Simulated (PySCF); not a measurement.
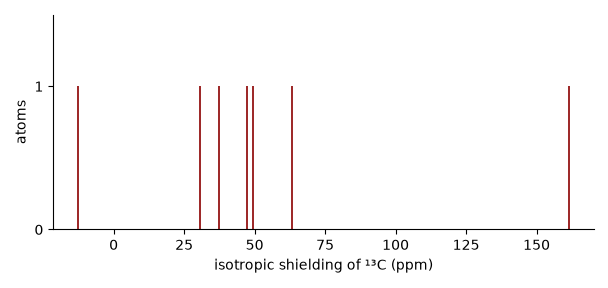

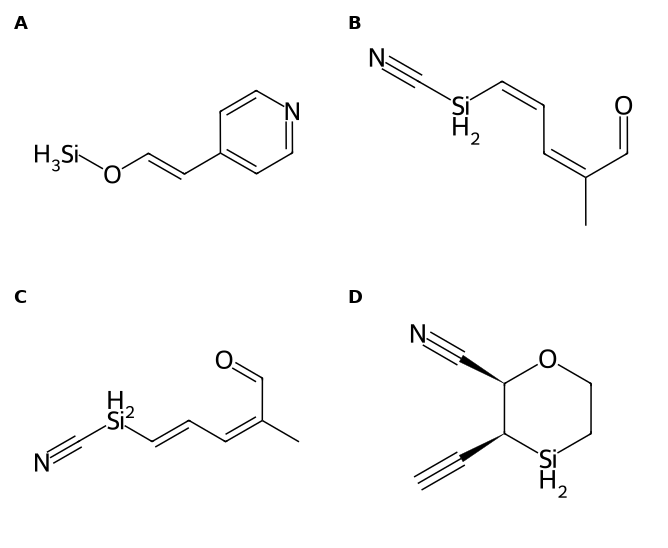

The sticks are computed shieldings of one of the molecules, for one fixed geometry (GFN2-xTB) without averaging over rotations. Low shielding means a high chemical shift. Method: GIAO PBE0/pcSseg-1 NMR shielding, non-relativistic, gas phase (PySCF 2.14.0).

Match the spectrum to a structure.

C, `C/C(C=O)=C/C=C/[SiH2]C#N`. Its 7 C atoms give lines at −12.7, 30.7, 37.3, 47.3, 49.4, 63.4, 161.6 ppm.

The geometry is semi-empirical. Around Si such bond lengths and angles can be off by a tenth of an ångström or more and by several degrees, and values that hang on the shape move with them.
